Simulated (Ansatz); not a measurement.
The starting structures come from a database of crystals and need not be the phases stable at ambient conditions.

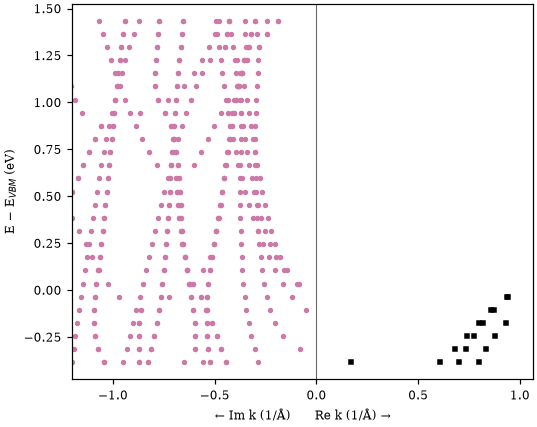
Complex bands at the centre of the two-dimensional zone; Ansatz (a program for electronic structure) with PBEsol

No gap correction and no spin-orbit coupling; mid-gap values are interpolated between computed energies.

**Question.** This is Cu2WS4 (P-42m, not sure to be the ambient phase, 7 atoms a cell, 20.9 Å³ an atom) along the normal of (111). Read off the slowest decay at the centre of the two-dimensional zone at 0.59 eV, the computed energy nearest the middle of the gap.

**Answer.** κ ≈ 0.28 1/Å, a decay length 1/(2κ) of the density of 1.8 Å.
